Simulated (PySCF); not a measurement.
# C6H10OSi (SMILES C=C/C=C/C=C/O[SiH3]): what the fields show

The calculation's input:

```
{"job": {"kind": "uv", "xc": "CAM-B3LYP", "basis": "def2-SVPD", "nstates": 8, "ntriplets": 3}, "charge": 0, "multiplicity": 1}
C     -4.360293    -0.139062    -0.571133
C     -3.173948     0.437296    -0.385052
C     -1.944609    -0.291609    -0.232112
C     -0.748595     0.293907    -0.044861
C      0.481055    -0.424687     0.107732
C      1.661853     0.176975     0.294020
O      2.800743    -0.518865     0.433976
Si     4.349449    -0.075958     0.669805
H     -4.464152    -1.210650    -0.618435
H     -5.263859     0.434853    -0.680938
H     -3.097172     1.516572    -0.340557
H     -2.011834    -1.370867    -0.275179
H     -0.684095     1.374062    -0.002014
H      0.445516    -1.504374     0.069567
H      1.745254     1.257624     0.339018
H      4.479447     0.682836     1.915924
H      4.815386     0.760380    -0.438801
H      4.961094    -1.392117     0.714061
```

Run with:

```sh
OMP_NUM_THREADS=1 python probes_run.py task.json out
```

Geometry: GFN2-xTB.

Level of theory: PySCF 2.14.0, CAM-B3LYP/def2-SVPD, SCF density, gas phase.

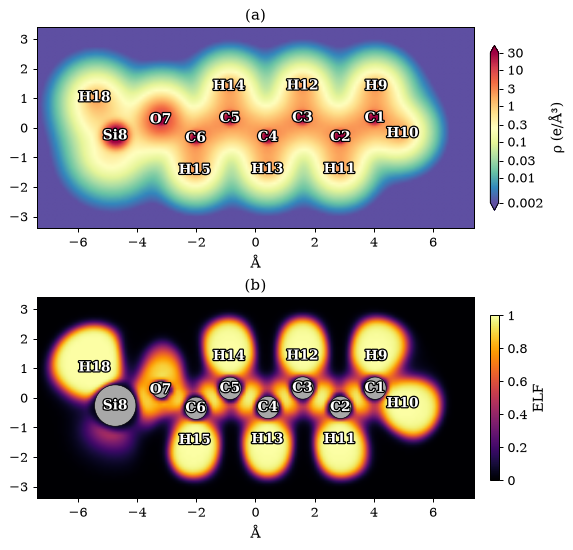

Figure 1. (a) electron density; (b) ELF on the plane of atoms C5, C4 and H13. Grey discs cover the atomic cores in the ELF map.

### Interpret the plot.

The section cuts through C, O, Si and H sites.
C–C (1.33 Å): ρ is about 2.3 e/Å³ halfway; the ELF peaks at about 0.95 between the atoms; a multiple bond.
C–O (1.34 Å): the density is about 2.4 e/Å³ at the midpoint; the ELF peaks at about 0.90 between the atoms; a shared but strongly polarised pair.
Si–O (1.63 Å): ρ is about 1.1 e/Å³ halfway; the ELF peaks at about 0.90 between the atoms: a polar covalent bond.
C–H (1.08 Å): the density is about 2 e/Å³ at the midpoint; the ELF climbs to about 1 towards the hydrogen, as it does in any bond to H (a covalent bond by its length).
C–C (1.43 Å): the density is about 1.9 e/Å³ at the midpoint; the ELF peaks at about 0.95 between the atoms; a covalent bond.
The ELF also peaks beside O7, away from the bonds: lone-pair regions.

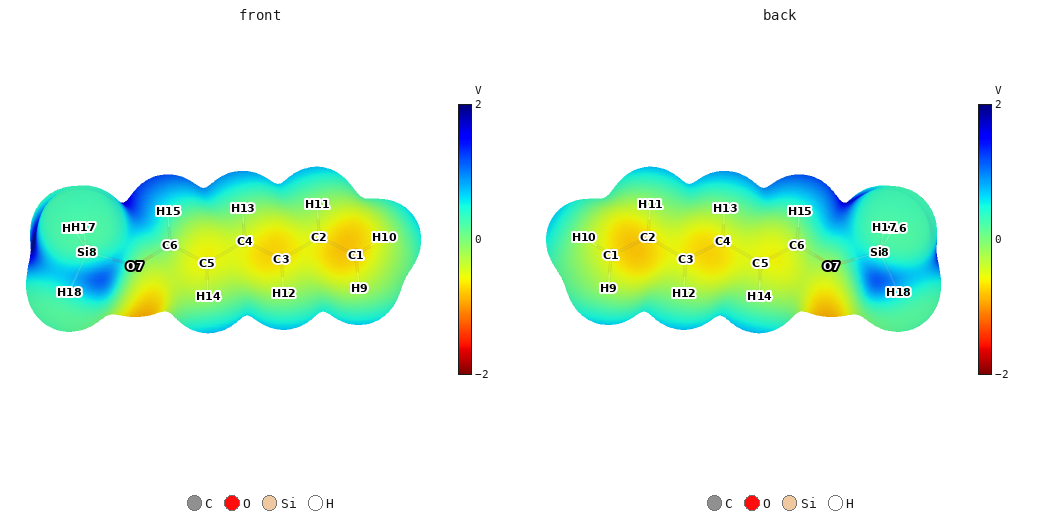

Figure 2. The electrostatic potential painted on the density surface at 0.002 e/bohr³, seen from the front and from behind; red is negative and blue positive.

### Describe the electrostatic potential map.

The most negative region (about −0.9 V) lies over O7, the most positive (about +1.9 V) over Si8.

### What dipole moment does the calculation give?

Its dipole moment is 1.61 D.
